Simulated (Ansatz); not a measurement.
Consider CsPbCl₃ in the cubic perovskite structure (space group Pm-3m, No. 221; a = 5.619 Å). Axes: x, y, z lie along the cube axes.

Perturbation: a pure shear with ε_xy = ε_yx = 0.0133; the atoms relax in the strained cell.

Calculations: PBEsol, PAW, 420 eV (Ansatz, a program for electronic structure; spin-orbit coupling left out).

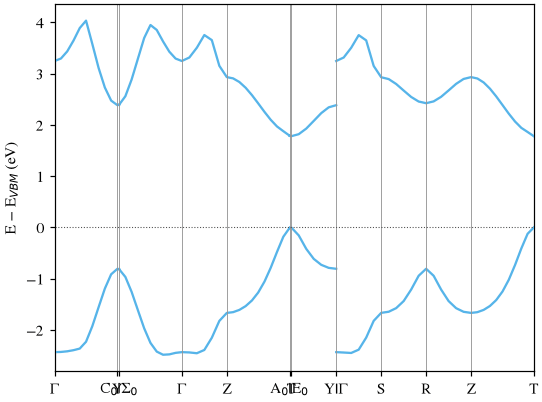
*Highest valence and lowest conduction band along the path of the changed cell's own zone*

Question: Read the changed gap and its character from the plot.

Answer: About 1.8 eV, direct at T.

With Pb present, leaving out spin-orbit coupling can change the band edges. Stability against distortions was not tested. Many cubic perovskites are stable only at high temperature; tilts and polar distortions were not tested. This is not the structure that CsPbCl3 has at room temperature and ambient pressure. k-point labels follow each cell's own Brillouin zone.
